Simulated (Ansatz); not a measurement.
**Molecular dynamics of C₃H₉FSi (part 1 of 4)**

System: C₃H₉FSi, SMILES C[Si](C)(C)F.
Method: RKS revPBE-d4/def2-SVP (Ansatz 0.2.0).

The geometry comes from this level: PBE0-D4/def2-TZVP.

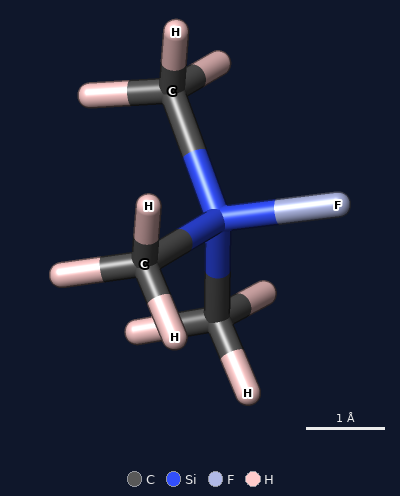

*The structure as given in the input (stick view, seen at an oblique angle).*

Bond lengths as drawn: C–H 1.09 Å, C–Si 1.86 Å and F–Si 1.61 Å.

Input file
```yaml
crystal:
  periodic: [false, false, false]
  atoms:
    - {symbol: C, position_ang: [-1.684185, 0.556352, 0.162049]}
    - {symbol: Si, position_ang: [0.117796, 0.334474, -0.244088]}
    - {symbol: C, position_ang: [1.174329, 0.370788, 1.286838]}
    - {symbol: C, position_ang: [0.410017, -1.208698, -1.241357]}
    - {symbol: F, position_ang: [0.559495, 1.586890, -1.160084]}
    - {symbol: H, position_ang: [-1.852311, 1.488844, 0.706609]}
    - {symbol: H, position_ang: [-2.046180, -0.266289, 0.785179]}
    - {symbol: H, position_ang: [-2.291415, 0.581552, -0.746242]}
    - {symbol: H, position_ang: [1.031357, 1.301905, 1.840853]}
    - {symbol: H, position_ang: [2.234431, 0.287230, 1.034731]}
    - {symbol: H, position_ang: [0.921340, -0.458639, 1.953262]}
    - {symbol: H, position_ang: [0.129911, -2.098778, -0.670946]}
    - {symbol: H, position_ang: [1.463148, -1.304665, -1.517161]}
    - {symbol: H, position_ang: [-0.180435, -1.199966, -2.160943]}
basis:
  gaussian: {orbitals: def2-SVP}
hamiltonian: {xc: {name: revPBE}, dispersion: d4}
md: {timestep: 1 fs, n_steps: 50, ensemble: nvt_langevin, temperature: 1000, initial_velocities: maxwell_boltzmann, friction: 0.01, seed: 557}
```

Run on 4 threads of AMD EPYC, 23 GiB of memory available, shared host.

Launch command:
```bash
ansatz run in.yaml --threads 4 --pin off --events-out ev --progress --plain --max-ram 10444MiB
```

What the program printed
```
Functional definition: revPBE
  name "revPBE"
  cite "Zhang & Yang, Phys. Rev. Lett. 80, 890 (1998) doi:10.1103/PhysRevLett.80.890"
  cite "Perdew, Burke & Ernzerhof, Phys. Rev. Lett. 77, 3865 (1996) doi:10.1103/PhysRevLett.77.3865"
  parameter kappa = 1.245
  parameter beta = 0.06672455060314922
  exchange = pbe_x(kappa = kappa, mu = beta*pi^2/3)
  correlation = pbe_c(beta = beta)
1340 factors; their error is unknown
mean field evaluation 1: about -13827.3336 eV, gradient 8.5e1 eV
mean field evaluation 2: about -13811.7068 eV, gradient 1.1e2 eV
mean field evaluation 4: about -13844.4573 eV, gradient 3.1e0 eV
mean field evaluation 8: about -13844.4763 eV, gradient 3.3e-2 eV
mean field evaluation 16: about -13844.4060 eV, gradient 1.2e-5 eV
mean field -13844.40598807 eV, -508.7725359862 hartree, gradient 1.2e-5 eV, S^2 0.000000; 0 other end points of the search recorded, 0 dependent functions left out
the calculation of the forces begins
reference -13844.40603392 eV, -508.7725376712 hartree; 25, 25 occupied and 94, 94 virtual orbitals, 1340 factors
md step     0: t =     0.00 fs  T =   928.6 K  F+E_penalty+E_count = -13845.25005716 eV  E_kin = 1.680380 eV  (26 SCF iters)
these checks for a lower state are left out or cut short: starts, cluster_reference, orbital_swaps, neighbouring_geometries, increment
1340 factors; their error is unknown
mean field -13844.25160186 eV, -508.7668623975 hartree, gradient 1.9e-5 eV, S^2 0.000000; 0 other end points of the search recorded, 0 dependent functions left out
the calculation of the forces begins
reference -13844.25164750 eV, -508.7668640750 hartree; 25, 25 occupied and 94, 94 virtual orbitals, 1340 factors
md step     1: t =     1.00 fs  T =   876.9 K  F+E_penalty+E_count = -13845.10162427 eV  E_kin = 1.586952 eV  (29 SCF iters, 5 dispersion substeps)
[... from here on the SCF iterations and repeated set-up lines of each step are left out, up to the last step ...]
md step     2: t =     2.00 fs  T =   771.3 K  F+E_penalty+E_count = -13844.81767079 eV  E_kin = 1.395812 eV  (29 SCF iters, 5 dispersion substeps)
md step     3: t =     3.00 fs  T =   660.9 K  F+E_penalty+E_count = -13844.55895294 eV  E_kin = 1.196072 eV  (29 SCF iters, 5 dispersion substeps)
md step     4: t =     4.00 fs  T =   521.8 K  F+E_penalty+E_count = -13844.33540495 eV  E_kin = 0.944278 eV  (28 SCF iters, 5 dispersion substeps)
md step     5: t =     5.00 fs  T =   429.2 K  F+E_penalty+E_count = -13844.16355520 eV  E_kin = 0.776675 eV  (29 SCF iters, 5 dispersion substeps)
md step     6: t =     6.00 fs  T =   442.3 K  F+E_penalty+E_count = -13844.07079907 eV  E_kin = 0.800368 eV  (27 SCF iters, 5 dispersion substeps)
md step     7: t =     7.00 fs  T =   424.5 K  F+E_penalty+E_count = -13843.98562029 eV  E_kin = 0.768137 eV  (28 SCF iters, 5 dispersion substeps)
md step     8: t =     8.00 fs  T =   353.4 K  F+E_penalty+E_count = -13843.91025248 eV  E_kin = 0.639564 eV  (29 SCF iters, 5 dispersion substeps)
md step     9: t =     9.00 fs  T =   355.1 K  F+E_penalty+E_count = -13843.98945148 eV  E_kin = 0.642539 eV  (28 SCF iters, 5 dispersion substeps)
md step    10: t =    10.00 fs  T =   510.8 K  F+E_penalty+E_count = -13844.25335672 eV  E_kin = 0.924358 eV  (28 SCF iters, 5 dispersion substeps)
md step    11: t =    11.00 fs  T =   633.1 K  F+E_penalty+E_count = -13844.46099118 eV  E_kin = 1.145771 eV  (28 SCF iters, 5 dispersion substeps)
md step    12: t =    12.00 fs  T =   653.7 K  F+E_penalty+E_count = -13844.46933978 eV  E_kin = 1.182900 eV  (28 SCF iters, 5 dispersion substeps)
md step    13: t =    13.00 fs  T =   614.3 K  F+E_penalty+E_count = -13844.38714141 eV  E_kin = 1.111701 eV  (28 SCF iters, 5 dispersion substeps)
md step    14: t =    14.00 fs  T =   575.3 K  F+E_penalty+E_count = -13844.37187329 eV  E_kin = 1.041070 eV  (28 SCF iters, 5 dispersion substeps)
md step    15: t =    15.00 fs  T =   662.9 K  F+E_penalty+E_count = -13844.41518880 eV  E_kin = 1.199560 eV  (28 SCF iters, 5 dispersion substeps)
md step    16: t =    16.00 fs  T =   622.5 K  F+E_penalty+E_count = -13844.39806012 eV  E_kin = 1.126473 eV  (28 SCF iters, 5 dispersion substeps)
md step    17: t =    17.00 fs  T =   557.0 K  F+E_penalty+E_count = -13844.31187322 eV  E_kin = 1.007897 eV  (27 SCF iters, 5 dispersion substeps)
md step    18: t =    18.00 fs  T =   538.4 K  F+E_penalty+E_count = -13844.21168077 eV  E_kin = 0.974388 eV  (30 SCF iters, 5 dispersion substeps)
md step    19: t =    19.00 fs  T =   529.2 K  F+E_penalty+E_count = -13844.11814688 eV  E_kin = 0.957733 eV  (29 SCF iters, 5 dispersion substeps)
md step    20: t =    20.00 fs  T =   566.9 K  F+E_penalty+E_count = -13844.14267771 eV  E_kin = 1.025845 eV  (30 SCF iters, 5 dispersion substeps)
md step    21: t =    21.00 fs  T =   648.3 K  F+E_penalty+E_count = -13844.34761427 eV  E_kin = 1.173184 eV  (29 SCF iters, 5 dispersion substeps)
md step    22: t =    22.00 fs  T =   735.0 K  F+E_penalty+E_count = -13844.56349388 eV  E_kin = 1.330149 eV  (29 SCF iters, 5 dispersion substeps)
md step    23: t =    23.00 fs  T =   737.9 K  F+E_penalty+E_count = -13844.62111542 eV  E_kin = 1.335400 eV  (30 SCF iters, 5 dispersion substeps)
md step    24: t =    24.00 fs  T =   758.9 K  F+E_penalty+E_count = -13844.56987593 eV  E_kin = 1.373388 eV  (29 SCF iters, 5 dispersion substeps)
md step    25: t =    25.00 fs  T =   767.2 K  F+E_penalty+E_count = -13844.58134102 eV  E_kin = 1.388423 eV  (30 SCF iters, 5 dispersion substeps)
md step    26: t =    26.00 fs  T =   819.7 K  F+E_penalty+E_count = -13844.68669963 eV  E_kin = 1.483354 eV  (29 SCF iters, 5 dispersion substeps)
md step    27: t =    27.00 fs  T =   858.8 K  F+E_penalty+E_count = -13844.73422361 eV  E_kin = 1.554199 eV  (29 SCF iters, 5 dispersion substeps)
md step    28: t =    28.00 fs  T =   768.6 K  F+E_penalty+E_count = -13844.61858100 eV  E_kin = 1.390951 eV  (30 SCF iters, 5 dispersion substeps)
md step    29: t =    29.00 fs  T =   666.0 K  F+E_penalty+E_count = -13844.39088545 eV  E_kin = 1.205239 eV  (31 SCF iters, 5 dispersion substeps)
md step    30: t =    30.00 fs  T =   486.9 K  F+E_penalty+E_count = -13844.15970145 eV  E_kin = 0.881163 eV  (31 SCF iters, 5 dispersion substeps)
md step    31: t =    31.00 fs  T =   429.3 K  F+E_penalty+E_count = -13844.06244108 eV  E_kin = 0.776939 eV  (31 SCF iters, 5 dispersion substeps)
md step    32: t =    32.00 fs  T =   507.6 K  F+E_penalty+E_count = -13844.12098185 eV  E_kin = 0.918606 eV  (30 SCF iters, 5 dispersion substeps)
md step    33: t =    33.00 fs  T =   480.3 K  F+E_penalty+E_count = -13844.14363400 eV  E_kin = 0.869228 eV  (30 SCF iters, 5 dispersion substeps)
md step    34: t =    34.00 fs  T =   417.3 K  F+E_penalty+E_count = -13844.03112380 eV  E_kin = 0.755204 eV  (29 SCF iters, 5 dispersion substeps)
md step    35: t =    35.00 fs  T =   338.6 K  F+E_penalty+E_count = -13843.90946112 eV  E_kin = 0.612803 eV  (29 SCF iters, 5 dispersion substeps)
md step    36: t =    36.00 fs  T =   401.2 K  F+E_penalty+E_count = -13843.94674909 eV  E_kin = 0.725994 eV  (30 SCF iters, 5 dispersion substeps)
md step    37: t =    37.00 fs  T =   505.6 K  F+E_penalty+E_count = -13844.09945868 eV  E_kin = 0.914907 eV  (30 SCF iters, 5 dispersion substeps)
md step    38: t =    38.00 fs  T =   565.6 K  F+E_penalty+E_count = -13844.21249168 eV  E_kin = 1.023469 eV  (30 SCF iters, 5 dispersion substeps)
md step    39: t =    39.00 fs  T =   575.6 K  F+E_penalty+E_count = -13844.22727185 eV  E_kin = 1.041714 eV  (30 SCF iters, 5 dispersion substeps)
md step    40: t =    40.00 fs  T =   560.8 K  F+E_penalty+E_count = -13844.18842122 eV  E_kin = 1.014843 eV  (29 SCF iters, 5 dispersion substeps)
md step    41: t =    41.00 fs  T =   544.6 K  F+E_penalty+E_count = -13844.14745719 eV  E_kin = 0.985555 eV  (31 SCF iters, 5 dispersion substeps)
md step    42: t =    42.00 fs  T =   555.4 K  F+E_penalty+E_count = -13844.16744823 eV  E_kin = 1.005061 eV  (31 SCF iters, 5 dispersion substeps)
md step    43: t =    43.00 fs  T =   555.3 K  F+E_penalty+E_count = -13844.22987573 eV  E_kin = 1.004859 eV  (31 SCF iters, 5 dispersion substeps)
md step    44: t =    44.00 fs  T =   595.4 K  F+E_penalty+E_count = -13844.23313174 eV  E_kin = 1.077445 eV  (30 SCF iters, 5 dispersion substeps)
md step    45: t =    45.00 fs  T =   566.2 K  F+E_penalty+E_count = -13844.17168972 eV  E_kin = 1.024557 eV  (30 SCF iters, 5 dispersion substeps)
md step    46: t =    46.00 fs  T =   532.9 K  F+E_penalty+E_count = -13844.15385291 eV  E_kin = 0.964339 eV  (29 SCF iters, 5 dispersion substeps)
md step    47: t =    47.00 fs  T =   593.3 K  F+E_penalty+E_count = -13844.25559682 eV  E_kin = 1.073695 eV  (30 SCF iters, 5 dispersion substeps)
md step    48: t =    48.00 fs  T =   739.8 K  F+E_penalty+E_count = -13844.40464252 eV  E_kin = 1.338803 eV  (30 SCF iters, 5 dispersion substeps)
md step    49: t =    49.00 fs  T =   858.0 K  F+E_penalty+E_count = -13844.51072323 eV  E_kin = 1.552747 eV  (31 SCF iters, 5 dispersion substeps)
these checks for a lower state are left out or cut short: starts, cluster_reference, orbital_swaps, neighbouring_geometries, increment
1340 factors; their error is unknown
mean field -13843.69341471 eV, -508.7463493982 hartree, gradient 8.9e-6 eV, S^2 0.000000; 0 other end points of the search recorded, 0 dependent functions left out
the calculation of the forces begins
reference -13843.69346017 eV, -508.7463510686 hartree; 25, 25 occupied and 94, 94 virtual orbitals, 1340 factors
1340 factors; their error is unknown
mean field evaluation 416: about -13843.7307 eV, gradient 4.6e0 eV
mean field -13843.69341471 eV, -508.7463493982 hartree, gradient 9.8e-6 eV, S^2 0.000000; 1 other end points of the search recorded, 0 dependent functions left out
the calculation of the forces begins
reference -13843.69346017 eV, -508.7463510686 hartree; 25, 25 occupied and 94, 94 virtual orbitals, 1340 factors
md step    50: t =    50.00 fs  T =   892.4 K  F+E_penalty+E_count = -13844.52494532 eV  E_kin = 1.614999 eV  (29 SCF iters, 5 dispersion substeps)
```

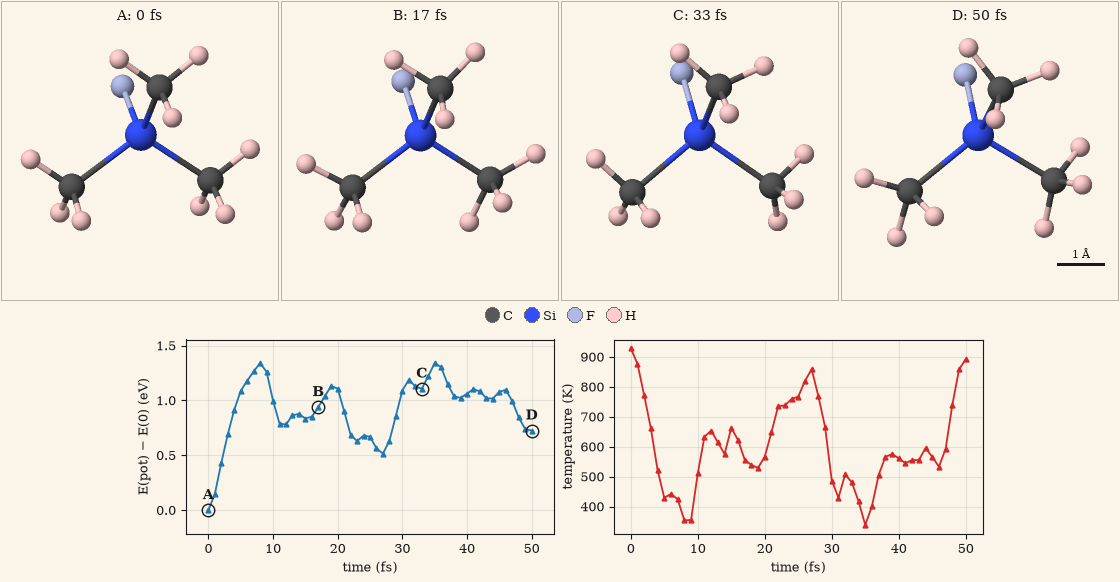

*Frames of the molecular dynamics (ball-and-stick, seen at a tilt) above the curves, on which the letters mark them.*

The trajectory kept here has 51 frames over 50 fs. The temperature starts at 929 K, ranges from 339 to 929 K and averages 599 K over the second half. The potential energy ends 0.725 eV above its first value. After an unweighted best fit of the last frame on the first, the root-mean-square displacement is 0.39 Å, and H7 has moved furthest (0.66 Å).

```
Total energy: -13844.52499077 eV, -508.7769092547 hartree
Atom 0 at    -1.670735     0.194593     0.148491 Å, force     0.305901     0.331314     0.122615 eV/Å
Atom 1 at     0.180183     0.394315    -0.350253 Å, force    -0.180542     0.133497    -0.484860 eV/Å
Atom 2 at     1.322380     0.524841     1.192197 Å, force    -0.634089    -0.761812     2.485967 eV/Å
Atom 3 at     0.527319    -1.180516    -1.284420 Å, force     1.288439    -1.435390    -0.128353 eV/Å
Atom 4 at     0.384620     1.517229    -1.610509 Å, force    -0.210236    -0.181113     1.237151 eV/Å
Atom 5 at    -1.920508     0.725185     1.132384 Å, force    -0.085392    -0.623581    -1.027014 eV/Å
Atom 6 at    -1.899519    -0.928199     0.161871 Å, force     0.173537     1.139439     0.256830 eV/Å
Atom 7 at    -2.222649     0.637097    -0.731612 Å, force    -0.021068    -0.146590     0.667759 eV/Å
Atom 8 at     1.104077     1.179494     2.155461 Å, force    -0.017868    -0.462940    -1.993263 eV/Å
Atom 9 at     2.434514     0.420182     1.208620 Å, force    -0.215074     0.268568    -0.747200 eV/Å
Atom 10 at     1.021598    -0.498760     1.653967 Å, force     0.194128     0.783963    -0.538642 eV/Å
Atom 11 at     0.796299    -2.027374    -0.571360 Å, force    -0.183402     0.568329    -0.456232 eV/Å
Atom 12 at     1.426343    -1.054257    -1.959360 Å, force    -0.446233    -0.068608     0.366117 eV/Å
Atom 13 at    -0.289110    -1.591481    -1.929772 Å, force     0.031900     0.454923     0.239124 eV/Å
Dipole moment:    -0.034705    -0.271522     0.346683 e Å
```

Trajectory as extended XYZ (Å, eV, eV/Å), 51 frames, from step=0 to step=50
```
14
Properties=species:S:1:pos:R:3:forces:R:3 step=0 time_fs=0.0 energy=-13845.25006 temperature=928.6
C    -1.6842    0.5564    0.1620    0.1595  -0.0486  -0.0178
Si    0.1178    0.3345   -0.2441   -0.3011  -0.8538   0.6243
C     1.1743    0.3708    1.2868   -0.1089  -0.0311  -0.1236
C     0.4100   -1.2087   -1.2414   -0.0371   0.1173   0.1139
F     0.5595    1.5869   -1.1601    0.4370   1.2388  -0.9061
H    -1.8523    1.4888    0.7066   -0.0908   0.4740   0.2796
H    -2.0462   -0.2663    0.7852   -0.1971  -0.4091   0.3151
H    -2.2914    0.5816   -0.7462   -0.3145   0.0118  -0.4604
H     1.0314    1.3019    1.8409   -0.0708   0.4729   0.2872
H     2.2344    0.2872    1.0347    0.5420  -0.0441  -0.1235
H     0.9213   -0.4586    1.9533   -0.1169  -0.4141   0.3468
H     0.1299   -2.0988   -0.6709   -0.1375  -0.4587   0.2760
H     1.4631   -1.3047   -1.5172    0.5366  -0.0544  -0.1416
H    -0.1804   -1.2000   -2.1609   -0.3005  -0.0009  -0.4699
14
Properties=species:S:1:pos:R:3:forces:R:3 step=1 time_fs=1.0 energy=-13845.10162 temperature=876.9
C    -1.6722    0.5492    0.1676   -0.3775   1.0022  -1.6805
Si    0.1148    0.3372   -0.2476   -0.2488  -1.0804   0.8730
C     1.1822    0.3802    1.2862   -0.5222  -1.0355   0.3638
C     0.4102   -1.1962   -1.2467   -1.0084   0.0001   0.4546
F     0.5544    1.5726   -1.1569    0.6348   1.8200  -1.3057
H    -1.8692    1.4747    0.6996    0.0036   0.6511   0.5991
H    -1.9863   -0.2660    0.7656   -0.7414  -1.3998   1.0568
H    -2.3383    0.6193   -0.7407    0.4331  -0.2874   0.3366
H     1.0108    1.3246    1.8303    0.1102   0.0319   0.2450
H     2.2418    0.2653    1.0169    0.3361   0.1126   0.0122
H     0.9047   -0.5176    1.9313    0.2197   0.8112  -0.2697
H     0.1339   -2.0695   -0.6379   -0.0567  -0.3698   0.0701
H     1.4529   -1.2573   -1.4797    1.3000  -0.2128  -0.4625
H    -0.1956   -1.1991   -2.1635   -0.0826  -0.0433  -0.2929
14
Properties=species:S:1:pos:R:3:forces:R:3 step=2 time_fs=2.0 energy=-13844.81767 temperature=771.3
C    -1.6599    0.5419    0.1698   -1.1346   1.9615  -2.4321
Si    0.1120    0.3398   -0.2516   -0.1415  -1.2527   1.1049
C     1.1905    0.3890    1.2854   -0.8049  -1.7809   0.4511
C     0.4092   -1.1823   -1.2524   -1.6187  -0.3186   0.5643
F     0.5500    1.5597   -1.1563    0.8219   2.3739  -1.6807
H    -1.8891    1.4688    0.6963    0.1763   0.4771   0.7136
H    -1.9338   -0.2767    0.7565   -1.0297  -1.9040   1.4162
H    -2.3851    0.6577   -0.7289    1.0389  -0.6277   0.8152
H     0.9890    1.3423    1.8196    0.2811  -0.2818   0.2424
H     2.2506    0.2444    1.0017    0.1083   0.2797   0.1451
H     0.8904   -0.5678    1.9036    0.4464   1.6431  -0.5280
H     0.1396   -2.0404   -0.6004    0.0324  -0.1924  -0.2359
H     1.4521   -1.2169   -1.4509    1.5919  -0.2936  -0.6313
H    -0.2139   -1.1987   -2.1725    0.2321  -0.0837   0.0553
```
